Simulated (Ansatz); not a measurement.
## Electronic structure of CHAlClNO (SMILES N=[C]1[O][Al]1[Cl]) in real space

Input

```
crystal:
  periodic: [false, false, false]
  atoms:
    - {symbol: N, position_ang: [0.772053, -0.040123, 1.674227]}
    - {symbol: C, position_ang: [0.272422, 0.041355, 0.545221]}
    - {symbol: O, position_ang: [-0.326230, -0.947637, -0.272667]}
    - {symbol: Al, position_ang: [-0.379733, 0.550484, -1.126915]}
    - {symbol: Cl, position_ang: [-1.031333, 1.318732, -2.925511]}
    - {symbol: H, position_ang: [0.735020, -0.986911, 2.059345]}
basis:
  gaussian: {orbitals: def2-TZVPP}
hamiltonian: {xc: pbe0, dispersion: d4}
output: {orbitals: {seedname: orbitals}}
```

Launched as:

```sh
ansatz run in.yaml --threads 2 --pin off --events-out ev --progress --plain --max-ram 4352MiB
```

Geometry: PBE0-D4/def2-TZVP.

These are results of RKS PBE0-D4/def2-TZVPP in Ansatz 0.2.0, not measurements.

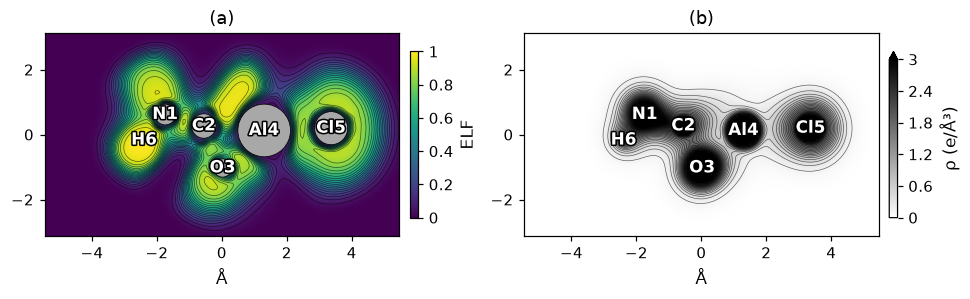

Figure 1. (a) ELF; (b) total electron density on the molecular plane. Grey discs cover the atomic cores in the ELF map.

> Interpret the plot.

- Atoms in the plane: N, C, O, Al, Cl and H.
- C–N (1.24 Å): ρ at the midpoint is about 3.1 e/Å³; the ELF peaks at about 0.90 between the atoms; a short, multiple covalent bond.
- C–O (1.42 Å): the density is about 2 e/Å³ at the midpoint, with its minimum of 1.8 e/Å³ about 0.5 Å from C; the ELF peaks at about 0.85 between the atoms, as expected for a shared but strongly polarised pair.
- Al–O (1.73 Å): ρ at the midpoint is about 0.87 e/Å³; the ELF peaks at about 0.85 in the valence shell of O, 0.6 Å from its nucleus, and is about 0.40 at the midpoint.
- C–Al (1.87 Å): the density is about 0.68 e/Å³ at the midpoint; the ELF peaks at about 0.80 in the valence shell of C, 0.7 Å from its nucleus, and is about 0.45 at the midpoint.
- Al–Cl (2.06 Å): the density is about 0.79 e/Å³ at the midpoint; the ELF peaks at about 0.85 in the valence shell of Cl, 0.9 Å from its nucleus, and is about 0.80 at the midpoint.
- The ELF also peaks beside O3, Cl5 and N1, away from the bonds: lone-pair regions.

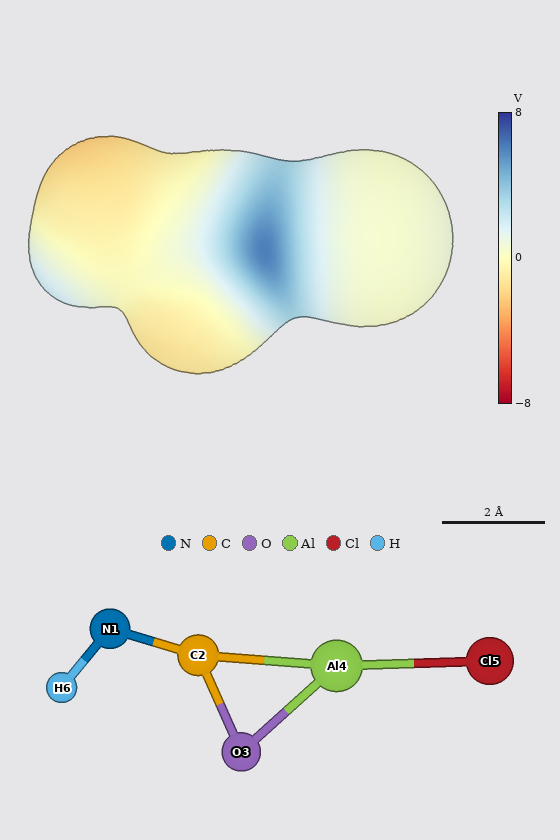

Figure 2. The molecular electrostatic potential painted on the density surface at 0.004 e/bohr³, seen across its widest extent; red is negative and blue positive. The bare structure is drawn below in the same view.

> Describe the electrostatic potential map.

The most negative region (about −2.1 V) lies over N1, the most positive (about +5.9 V) over Al4. N1 is the likeliest acceptor of a hydrogen bond.

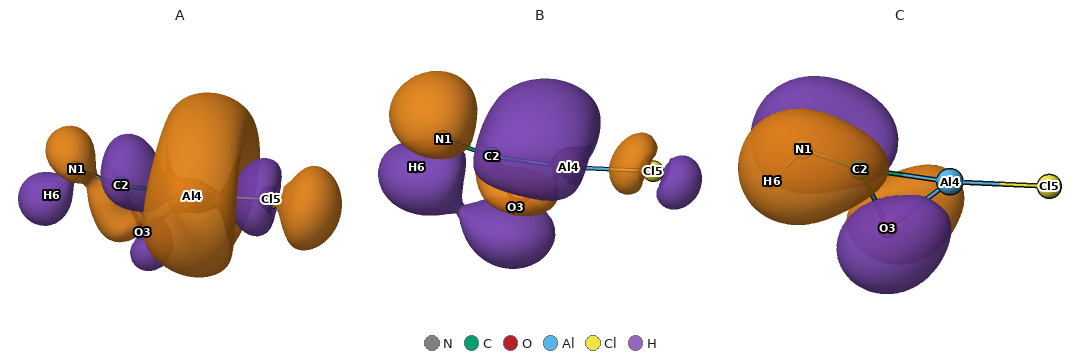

Figure 3. Three frontier orbitals at ±0.06 Å⁻³ᐟ² (orange and purple are the two phases), in no order.

> Which picture is the HOMO−1, the HOMO and the LUMO?

C is the HOMO−1 (−8.21 eV). Its weight (Hirshfeld) is mainly on N1 (about 45 %), O3 (about 30 %) and C2 (about 15 %); it changes sign across the molecular plane (π type); π-bonding across N1–C2; π-antibonding (a node) across C2–O3. B is the HOMO (−7.24 eV). By Hirshfeld shares it lies mainly on N1 (about 25 %), O3 (about 25 %), C2 (about 20 %) and Al4 (about 20 %); it is symmetric in the molecular plane (an in-plane orbital: σ, lone-pair or in-plane π type). A is the LUMO (−1.87 eV). Its weight (Hirshfeld) is mainly on Al4 (about 55 %), Cl5 (about 20 %) and C2 (about 15 %); it is symmetric in the molecular plane (an in-plane orbital: σ, lone-pair or in-plane π type).

> What is the HOMO–LUMO gap?

5.37 eV between the orbital energies.

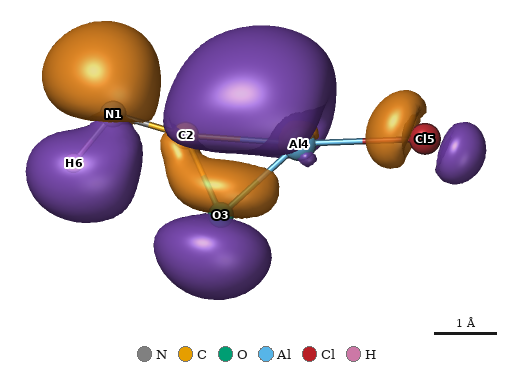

Figure 4. The HOMO at ±0.08 Å⁻³ᐟ² (orange and purple are the two phases), seen across its widest extent.

> Describe this orbital and give its energy.

It lies mainly on N1 (about 25 %), O3 (about 25 %), C2 (about 20 %) and Al4 (about 20 %); it is symmetric in the molecular plane (an in-plane orbital: σ, lone-pair or in-plane π type). Its energy is −7.24 eV.
